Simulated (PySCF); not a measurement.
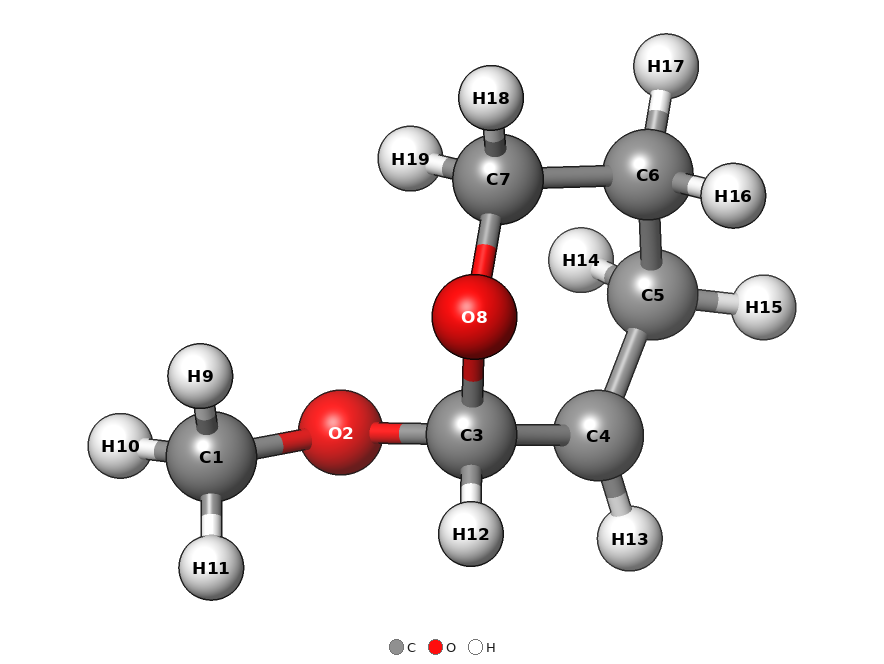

Charge 0, doublet. Computed geometry: GFN2-xTB optimisation. No frequency run is at hand to confirm it as a minimum. Method: UKS B3LYP, pcH-1 on C H O, non-relativistic (PySCF 2.14.0).

Give the isotropic hyperfine couplings (Fermi-contact term alone) of C1, O2, C3, C4, C5, C6, C7, O8, H9, H10, H11, H12, H13, H14, H15, H16, H17, H18, H19.

```json
{"atom": "C1", "isotope": "13C", "a_iso (MHz)": "6.2"}
{"atom": "O2", "isotope": "17O", "a_iso (MHz)": "−67.0"}
{"atom": "C3", "isotope": "13C", "a_iso (MHz)": "−21.8"}
{"atom": "C4", "isotope": "13C", "a_iso (MHz)": "104.5"}
{"atom": "C5", "isotope": "13C", "a_iso (MHz)": "−30.0"}
{"atom": "C6", "isotope": "13C", "a_iso (MHz)": "15.7"}
{"atom": "C7", "isotope": "13C", "a_iso (MHz)": "−1.5"}
{"atom": "O8", "isotope": "17O", "a_iso (MHz)": "−1.5"}
{"atom": "H9", "isotope": "1H", "a_iso (MHz)": "−0.6"}
{"atom": "H10", "isotope": "1H", "a_iso (MHz)": "1.9"}
{"atom": "H11", "isotope": "1H", "a_iso (MHz)": "−1.0"}
{"atom": "H12", "isotope": "1H", "a_iso (MHz)": "24.8"}
{"atom": "H13", "isotope": "1H", "a_iso (MHz)": "−59.6"}
{"atom": "H14", "isotope": "1H", "a_iso (MHz)": "151.8"}
{"atom": "H15", "isotope": "1H", "a_iso (MHz)": "27.9"}
{"atom": "H16", "isotope": "1H", "a_iso (MHz)": "−2.2"}
{"atom": "H17", "isotope": "1H", "a_iso (MHz)": "−1.3"}
{"atom": "H18", "isotope": "1H", "a_iso (MHz)": "2.9"}
{"atom": "H19", "isotope": "1H", "a_iso (MHz)": "−0.1"}
```
